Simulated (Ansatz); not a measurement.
**SF2 (sulfur difluoride): CAM-B3LYP/STO-3G**

What is the electronic atomisation energy of SF2 (sulfur difluoride) at CAM-B3LYP/STO-3G? 

Program for the calculation: Ansatz 0.2.0.

33 further runs of the same task are left out: 8 that didn't finish, 25 set aside as unsound or not needed.

## 1. The system as given

SF2 has 3 atoms, charge 0, and is taken as a singlet. SMILES: `FSF`. Geometry: relaxed at GFN2-xTB.

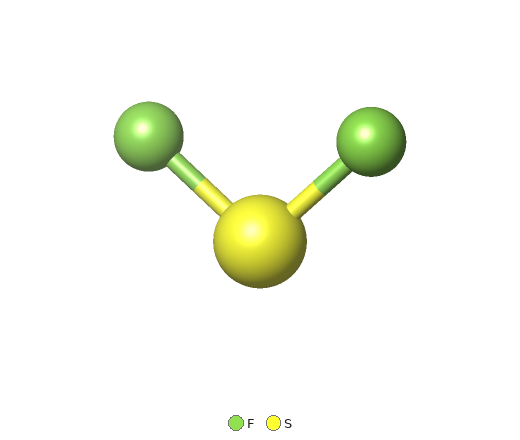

Viewed from a chosen angle; fluorine green, sulfur yellow.

## 2. A single-point energy at CAM-B3LYP/STO-3G

The input, molecule.yaml:

```yaml
crystal:
  periodic: [false, false, false]
  atoms:
    - {symbol: F, position_ang: [0.454740, 1.131520, 0.375070]}
    - {symbol: S, position_ang: [-0.626960, 0.131720, -0.328340]}
    - {symbol: F, position_ang: [0.172220, -1.263230, -0.046730]}
basis:
  gaussian:
    orbitals: STO-3G
magnetization:
  spin_polarized: false
hamiltonian:
  xc: {name: CAM-B3LYP}
accuracy: high
```

The run is started by

```bash
ansatz run molecule.yaml --threads 1 --pin off --max-ram 2610MiB --events-out events.jsonl --progress --plain --runs-dir runs
```

What it wrote:

```text
Warning: RAYON_NUM_THREADS=1 ignored (pool sized by the plan → 1); use --threads N
Functional definition: CAM-B3LYP
  name "CAM-B3LYP"
  parameter alpha = 0.19
  parameter beta = 0.46
  parameter omega = 0.33/bohr
  parameter ac = 0.81
  exchange = (1 - alpha - beta)*b88_x + beta*b88_x_sr(omega) + alpha*exact_x + beta*exact_x_lr(omega)
  correlation = (1 - ac)*vwn5_c + ac*lyp_c
334 factors; integrals over basis functions are off by at most 3.5e-8 eV
132 factors; integrals over basis functions are off by at most 1.9e-9 eV
mean field evaluation 1: about -16064.2519 eV, gradient 1.6e1 eV
mean field evaluation 2: about -16064.9403 eV, gradient 1.1e1 eV
mean field evaluation 4: about -16065.4335 eV, gradient 3.2e-2 eV
mean field evaluation 8: about -16065.4409 eV, gradient 5.0e-4 eV
mean field evaluation 16: about -16065.4409 eV, gradient 2.1e-8 eV
mean field -16065.44092853 eV, -590.3940645764 hartree, gradient 2.1e-8 eV, S^2 0.000000; 0 other end points of the search recorded, 0 dependent functions left out
reference -16065.44093647 eV, -590.3940648682 hartree; 17, 17 occupied and 2, 2 virtual orbitals, 334 factors
Total energy: -16065.44093647 eV, -590.3940648682 hartree
```

Run time: 0.88 s. Hardware: 1 thread of Arm Neoverse V1, shared host; peak memory 0.09 GiB.

## 3. The F atom, same level

The input, run.yaml:

```yaml
crystal:
  periodic: [false, false, false]
  atoms:
    - {symbol: F, position_ang: [0.000000, 0.000000, 0.000000]}
basis:
  gaussian:
    orbitals: STO-3G
magnetization:
  spin_polarized: true
  initial_magnetization: 1
hamiltonian:
  xc: {name: CAM-B3LYP}
accuracy: high
```

The run is started by

```bash
ansatz run run.yaml --threads 1 --pin off --max-ram 2610MiB --events-out events.jsonl --progress --plain --runs-dir runs
```

What it wrote:

```text
Warning: RAYON_NUM_THREADS=1 ignored (pool sized by the plan → 1); use --threads N
Functional definition: CAM-B3LYP
  name "CAM-B3LYP"
  parameter alpha = 0.19
  parameter beta = 0.46
  parameter omega = 0.33/bohr
  parameter ac = 0.81
  exchange = (1 - alpha - beta)*b88_x + beta*b88_x_sr(omega) + alpha*exact_x + beta*exact_x_lr(omega)
  correlation = (1 - ac)*vwn5_c + ac*lyp_c
15 factors; integrals over basis functions are off by at most 1.2e-9 eV
14 factors; integrals over basis functions are off by at most 2.3e-9 eV
mean field evaluation 1: about -2673.2417 eV, gradient 1.8e-12 eV
mean field evaluation 2: about -2673.2426 eV, gradient 1.0e-11 eV
mean field -2673.24259106 eV, -98.2398532327 hartree, gradient 0.0e0 eV, S^2 0.750000; 0 other end points of the search recorded, 0 dependent functions left out
reference -2673.24259442 eV, -98.2398533560 hartree; 5, 4 occupied and 0, 1 virtual orbitals, 15 factors
Total energy: -2673.24259442 eV, -98.2398533560 hartree
```

Wall time 0.22 s (1 thread of Arm Neoverse V1, shared host).

## 4. The S atom at the same level

The input, input.yaml:

```yaml
basis:
  gaussian:
    orbitals: STO-3G
crystal:
  periodic: [false, false, false]
  atoms:
    - symbol: S
      position_ang: [0.000000, 0.000000, 0.000000]
magnetization:
  spin_polarized: true
  initial_magnetization: 2
hamiltonian:
  xc: {name: CAM-B3LYP}
accuracy: high
```

Run the same way, it converges to -393.66192 Eh (log not shown).

## 5. Outcome

At CAM-B3LYP/STO-3G:

| quantity | value |
| --- | --- |
| molecule: total energy | -590.39406 Eh |
| F atom: total energy | -98.23985 Eh |
| F atom: ⟨S²⟩ | 0.750 |
| S atom: total energy | -393.66192 Eh |
| S atom: ⟨S²⟩ | 2.000 |
| electronic atomisation energy | 6.869 eV |

Taking the molecule apart into free atoms costs 6.87 eV (158 kcal/mol), before zero-point energy and without spin-orbit coupling. In a minimal basis such a difference can be off by several eV, whatever the method.
